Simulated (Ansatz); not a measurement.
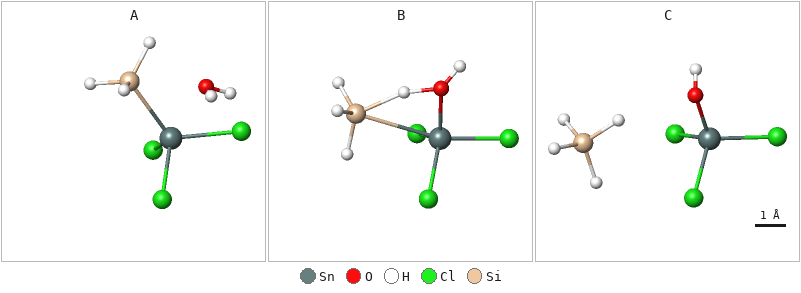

3 geometries from a converged minimum-energy path of SnSiH₅OCl₃, shuffled. The picture is a ball-and-stick view, seen at a tilt.

Level of theory: RKS PBE0/def2-SVP in Ansatz 0.2.0. Set-up: 9 movable images; climbing image; force threshold 0.05 eV/Å; iteration limit 51; starting path through a guess of the saddle point.

> Which of them lies highest in energy?

B. In order along the path, whose images run from 0 to 10: C (image 1, +3.4 kJ/mol), B (image 3, +140.5 kJ/mol), A (image 8, −79.1 kJ/mol). Breaking: H–Si (1.50 → 3.68 Å), O–Sn (1.96 → 2.71 Å). Forming: H–O (2.88 → 0.97 Å), Si–Sn (4.33 → 2.56 Å).

Cost: 11 min on 4 threads of Arm Neoverse V2 (shared host), peak memory 0.5 GiB.
